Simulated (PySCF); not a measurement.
**Run report: C3H8O2Si, geometry relaxation**

C3H8O2Si, computed with PBE0-D3(BJ)/def2-SVP geometry optimisation, gas phase (PySCF 2.14.0).

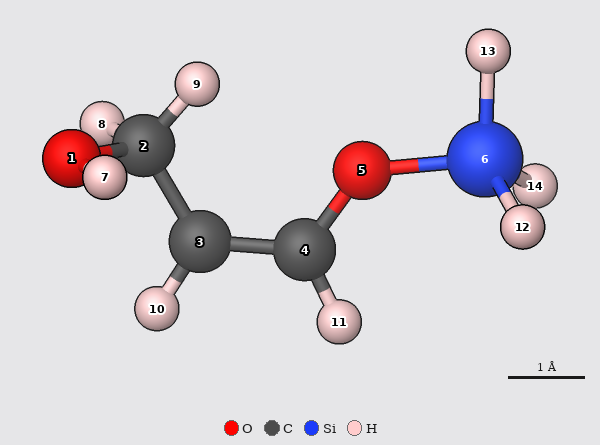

The input geometry (ball-and-stick view, seen at a tilt; atoms are numbered from 1 in the order of the input).

Input file
```
{"job": {"xc": "PBE0", "basis": "def2-SVP", "d3": "d3bj", "grid": 1, "shake": 0.01, "kind": "geom"}, "charge": 0, "multiplicity": 1}
O     -2.902440     0.344730     0.572030
C     -1.910140     0.233320    -0.406400
C     -1.041770    -0.951610    -0.157970
C      0.328400    -0.877040    -0.004400
O      0.976180     0.270840    -0.106090
Si     2.556630     0.641340     0.043080
H     -2.499990     0.457280     1.433850
H     -2.419360     0.119860    -1.358600
H     -1.295400     1.153860    -0.435900
H     -1.518380    -1.905290    -0.041820
H      0.876740    -1.769680     0.206280
H      3.060150     0.253230     1.376980
H      2.455640     2.083050    -0.166800
H      3.326590    -0.068990    -0.961990
```

The first line tells a small driver script what to run in PySCF; the rest is the geometry in Å.

Command:
```bash
OMP_NUM_THREADS=1 python <driver script> task.json out
```

What the program printed
```
step   0  E = -558.33946621  max force = 0.071852
step   1  E = -558.34813879  max force = 0.004120
step   2  E = -558.34843024  max force = 0.002613
step   3  E = -558.34843370  max force = 0.004845
step   4  E = -558.34855745  max force = 0.001933
step   5  E = -558.34858623  max force = 0.001265
step   6  E = -558.34860956  max force = 0.000512
step   7  E = -558.34861456  max force = 0.000205
optimisation converged
```

Trajectory as extended XYZ (Å, eV, eV/Å), 8 frames, from step=0 to step=7
```
14
Properties=species:S:1:pos:R:3:forces:R:3 step=0 energy=-15193.19074
O    -2.9024    0.3447    0.5720   -0.9158   0.0155  -0.0548
C    -1.9101    0.2333   -0.4064    0.5836   0.1375   0.7801
C    -1.0418   -0.9516   -0.1580    2.7252   0.7937   0.1238
C     0.3284   -0.8770   -0.0044   -3.6948  -0.2609  -0.3643
O     0.9762    0.2708   -0.1061   -0.8844   0.2568  -0.1705
Si    2.5566    0.6413    0.0431    0.4668   0.3997   0.3772
H    -2.5000    0.4573    1.4339    0.3080  -0.0252   0.0909
H    -2.4194    0.1199   -1.3586   -0.3267   0.0681  -0.4903
H    -1.2954    1.1539   -0.4359    0.0569  -0.1139  -0.2731
H    -1.5184   -1.9053   -0.0418   -0.2999  -0.7192   0.0557
H     0.8767   -1.7697    0.2063    0.7731  -0.8388   0.2259
H     3.0602    0.2532    1.3770    0.1677   0.0229   0.3134
H     2.4556    2.0831   -0.1668    0.4908   0.5531  -0.0151
H     3.3266   -0.0690   -0.9620    0.5494  -0.2891  -0.5989
14
Properties=species:S:1:pos:R:3:forces:R:3 step=1 energy=-15193.42674
O    -2.9849    0.2670    0.6236    0.0403  -0.0030   0.0259
C    -1.9698    0.1838   -0.3478   -0.0551  -0.0060  -0.1443
C    -1.0347   -0.9597   -0.1150    0.0691  -0.0543   0.0181
C     0.2988   -0.8534   -0.0298    0.0483  -0.0538   0.1658
O     0.9521    0.3263   -0.1607   -0.0608   0.0370  -0.0708
Si    2.5822    0.6987   -0.0111   -0.1422  -0.2118  -0.0058
H    -2.5512    0.3848    1.4753   -0.0082  -0.0195   0.0129
H    -2.4940    0.0513   -1.3127    0.0594  -0.0021   0.0744
H    -1.3855    1.1178   -0.4289   -0.0062   0.0463   0.0016
H    -1.4827   -1.9533    0.0201    0.1079   0.1248  -0.0296
H     0.9217   -1.7395    0.1753   -0.0396   0.1239  -0.0675
H     3.0660    0.3222    1.3503    0.0313  -0.0181   0.0058
H     2.6987    2.1633   -0.2116   -0.0496   0.0426  -0.0138
H     3.3756   -0.0309   -1.0460    0.0054  -0.0059   0.0273
14
Properties=species:S:1:pos:R:3:forces:R:3 step=2 energy=-15193.43467
O    -2.9971    0.2426    0.6187   -0.0046   0.0189   0.0032
C    -1.9750    0.1915   -0.3478    0.0518   0.0197  -0.0113
C    -1.0242   -0.9379   -0.1111   -0.0977  -0.1243   0.0107
C     0.3038   -0.8325   -0.0098    0.0637   0.0303  -0.0429
O     0.9499    0.3446   -0.1589    0.0063   0.1344  -0.0083
Si    2.5838    0.6826   -0.0167   -0.0060  -0.0348   0.0132
H    -2.5727    0.3517    1.4763    0.0036  -0.0180  -0.0055
H    -2.4851    0.0555   -1.3167    0.0041  -0.0065   0.0124
H    -1.4106    1.1401   -0.4144   -0.0069   0.0055  -0.0018
H    -1.4578   -1.9347    0.0110   -0.0143  -0.0017   0.0210
H     0.9317   -1.7130    0.1840   -0.0103   0.0050   0.0066
H     3.0721    0.3120    1.3459    0.0107  -0.0138  -0.0072
H     2.7103    2.1461   -0.2350   -0.0042   0.0001  -0.0016
H     3.3633   -0.0699   -1.0446    0.0039  -0.0148   0.0114
14
Properties=species:S:1:pos:R:3:forces:R:3 step=3 energy=-15193.43476
O    -2.9985    0.2343    0.6233   -0.0477   0.0445   0.0000
C    -1.9814    0.1890   -0.3487   -0.0283  -0.0339   0.0510
C    -1.0265   -0.9358   -0.1099    0.0096   0.2491  -0.0421
C     0.2982   -0.7949   -0.0158    0.2235  -0.2468   0.0003
O     0.9464    0.3797   -0.1684   -0.2343   0.1435  -0.0273
Si    2.5861    0.6711   -0.0168    0.1066   0.0518   0.0172
H    -2.5698    0.3353    1.4797    0.0071  -0.0131  -0.0064
H    -2.4932    0.0463   -1.3138   -0.0366   0.0027  -0.0322
H    -1.4242    1.1422   -0.4193    0.0005  -0.0260  -0.0023
H    -1.4426   -1.9368    0.0214   -0.0244  -0.0379   0.0139
H     0.9378   -1.6648    0.1764    0.0244  -0.0928   0.0349
H     3.0619    0.2876    1.3474   -0.0123  -0.0046  -0.0101
H     2.7462    2.1319   -0.2386    0.0154  -0.0239   0.0054
H     3.3519   -0.1064   -1.0359   -0.0037  -0.0126  -0.0022
14
Properties=species:S:1:pos:R:3:forces:R:3 step=4 energy=-15193.43813
O    -2.9859    0.2513    0.6277   -0.0211   0.0219  -0.0006
C    -1.9737    0.1924   -0.3489   -0.0129  -0.0146   0.0361
C    -1.0243   -0.9378   -0.1113    0.0508   0.0538  -0.0111
C     0.3040   -0.8111   -0.0231   -0.0476  -0.0510   0.0216
O     0.9348    0.3747   -0.1734   -0.0445   0.0638  -0.0285
Si    2.5738    0.6730   -0.0159    0.0994   0.0264   0.0084
H    -2.5507    0.3458    1.4815    0.0025  -0.0078   0.0037
H    -2.4933    0.0499   -1.3105   -0.0164  -0.0053  -0.0232
H    -1.4093    1.1404   -0.4272   -0.0022  -0.0167  -0.0009
H    -1.4499   -1.9345    0.0282   -0.0225  -0.0263  -0.0093
H     0.9440   -1.6814    0.1724    0.0151  -0.0266   0.0078
H     3.0457    0.2853    1.3480   -0.0098   0.0011  -0.0013
H     2.7330    2.1339   -0.2340    0.0101  -0.0140   0.0028
H     3.3443   -0.1034   -1.0326   -0.0008  -0.0046  -0.0055
14
Properties=species:S:1:pos:R:3:forces:R:3 step=5 energy=-15193.43891
O    -3.0004    0.2382    0.6295    0.0093   0.0092  -0.0106
C    -1.9885    0.1906   -0.3486    0.0231   0.0066   0.0192
C    -1.0217   -0.9251   -0.1117    0.0287  -0.0172   0.0056
C     0.3073   -0.7983   -0.0243   -0.0334   0.0057   0.0138
O     0.9450    0.3855   -0.1756   -0.0651   0.0299  -0.0228
Si    2.5883    0.6695   -0.0162    0.0521  -0.0007   0.0050
H    -2.5651    0.3400    1.4824    0.0007  -0.0076   0.0051
H    -2.5087    0.0390   -1.3093    0.0027  -0.0055  -0.0029
H    -1.4375    1.1457   -0.4299    0.0020   0.0083  -0.0043
H    -1.4407   -1.9253    0.0294   -0.0081  -0.0149  -0.0074
H     0.9452   -1.6711    0.1720   -0.0071  -0.0066   0.0012
H     3.0528    0.2775    1.3489   -0.0067   0.0011   0.0009
H     2.7639    2.1280   -0.2343    0.0040  -0.0061   0.0003
H     3.3523   -0.1157   -1.0312   -0.0023  -0.0020  -0.0031
14
Properties=species:S:1:pos:R:3:forces:R:3 step=6 energy=-15193.43955
O    -2.9987    0.2417    0.6307    0.0105   0.0057  -0.0063
C    -1.9851    0.1946   -0.3457   -0.0065  -0.0011  -0.0036
C    -1.0220   -0.9247   -0.1116   -0.0037  -0.0090   0.0144
C     0.3059   -0.7944   -0.0234    0.0045  -0.0015  -0.0141
O     0.9397    0.3915   -0.1814   -0.0257   0.0008   0.0035
Si    2.5859    0.6661   -0.0192    0.0263  -0.0118   0.0065
H    -2.5644    0.3322    1.4855    0.0005  -0.0048   0.0017
H    -2.5040    0.0475   -1.3081    0.0021   0.0008   0.0026
H    -1.4309    1.1482   -0.4229   -0.0004   0.0041  -0.0027
H    -1.4418   -1.9256    0.0256    0.0004   0.0058   0.0031
H     0.9458   -1.6660    0.1736   -0.0022   0.0072  -0.0025
H     3.0417    0.2782    1.3498   -0.0029   0.0028   0.0019
H     2.7739    2.1214   -0.2455    0.0009  -0.0001  -0.0022
H     3.3465   -0.1323   -1.0266   -0.0039   0.0011  -0.0024
14
Properties=species:S:1:pos:R:3:forces:R:3 step=7 energy=-15193.43968
O    -2.9954    0.2474    0.6352   -0.0012   0.0064   0.0001
C    -1.9859    0.1981   -0.3450   -0.0057  -0.0014   0.0041
C    -1.0230   -0.9212   -0.1114   -0.0075   0.0021   0.0019
C     0.3049   -0.7895   -0.0282    0.0064   0.0036   0.0001
O     0.9374    0.3972   -0.1870    0.0005  -0.0105   0.0007
Si    2.5860    0.6595   -0.0192    0.0101  -0.0010   0.0025
H    -2.5576    0.3317    1.4888    0.0001  -0.0016  -0.0009
H    -2.5082    0.0494   -1.3051   -0.0002  -0.0002  -0.0004
H    -1.4316    1.1515   -0.4261   -0.0003   0.0000  -0.0016
H    -1.4422   -1.9217    0.0294   -0.0013   0.0014  -0.0025
H     0.9462   -1.6602    0.1676    0.0010  -0.0008  -0.0010
H     3.0325    0.2727    1.3532   -0.0020   0.0025   0.0003
H     2.7862    2.1125   -0.2500    0.0020  -0.0004  -0.0016
H     3.3430   -0.1489   -1.0212   -0.0020   0.0000  -0.0016
```

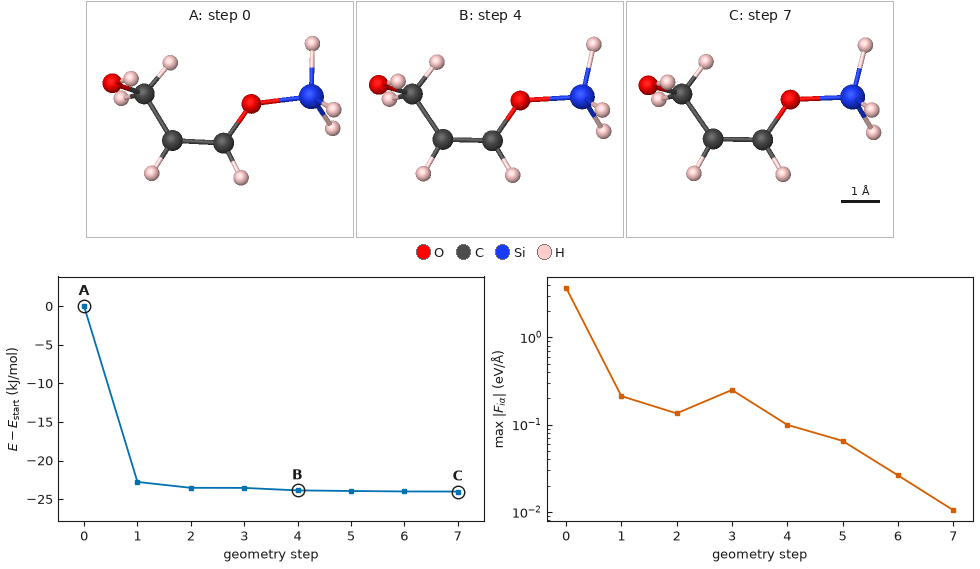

Frames of the relaxation (ball-and-stick view, seen at a tilt) above the curves, on which the letters mark them (steps are counted from 0).

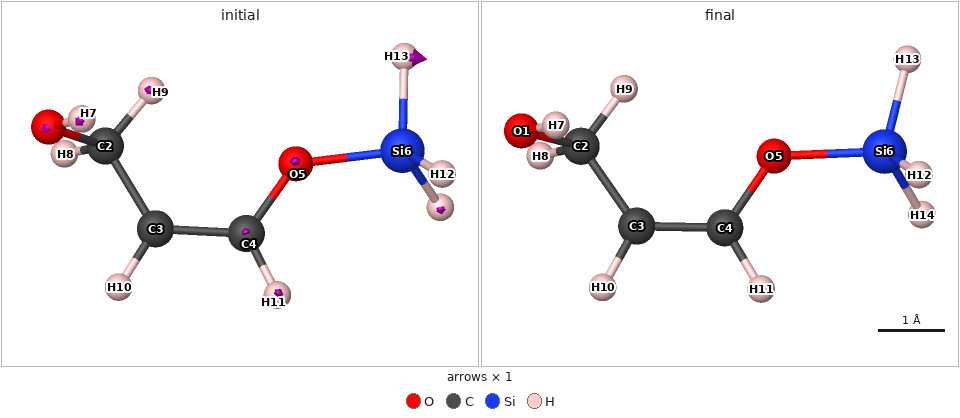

Before (left) and after (right) the relaxation, at one scale (ball-and-stick view, seen at a tilt). The pink arrows give the displacements, at true length. The atom that moves furthest after the best rigid fit is H13 (0.36 Å). By element the largest moves are H 0.36 Å, O 0.14 Å, C 0.09 Å, Si 0.04 Å. Among the contacts that change: O5–Si6 1.630 → 1.678 Å, C3–C4 1.381 → 1.337 Å, Si6–H14 1.452 → 1.494 Å, C4–O5 1.322 → 1.354 Å. Among the angles that change: O5–Si6–H13 98.3° → 105.7°, C4–O5–Si6 131.7° → 125.7°, H13–Si6–H14 114.8° → 110.9°. Over 7 geometry steps the energy falls by 24.0 kJ/mol. Largest force component: 3.7 eV/Å at the start, 0.011 eV/Å at the end. (Atoms are counted from 1 in the order of the input.)

Summary

| quantity | value |
| --- | --- |
| outcome | converged |
| total energy | −558.348615 hartree |
| dipole moment | 2.74 D |
| point group | C1 |
| hardware | 1 CPU thread, shared host |
| wall time | 50 s |
| peak memory | 0.52 GiB |
